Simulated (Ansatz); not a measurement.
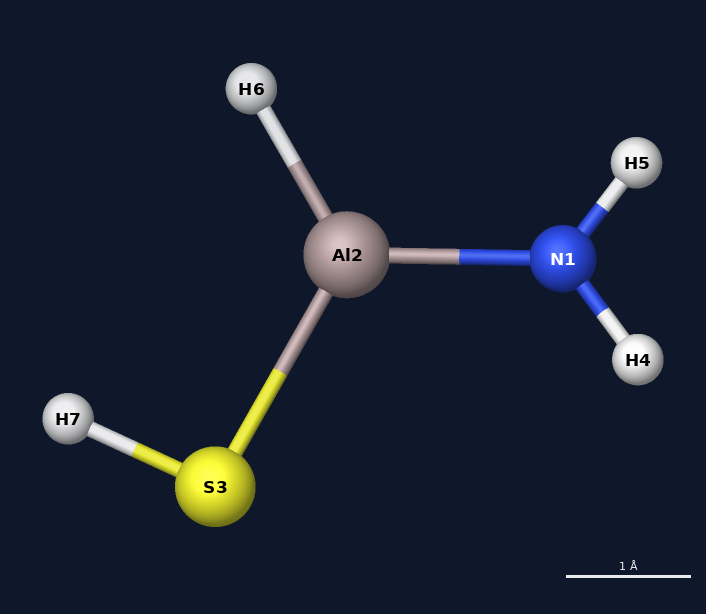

(Drawn from a calculation with Ansatz.)

The atoms are numbered. Geometry: atoms displaced at random (about 0.02 Å) from a stationary point of PBE0-D4.

Which atoms are bonded, and how long are the bonds?

```csv
bond,length (Å)
N1–Al2,1.762
N1–H4,1.026
N1–H5,0.983
Al2–S3,2.171
Al2–H6,1.562
S3–H7,1.324
```
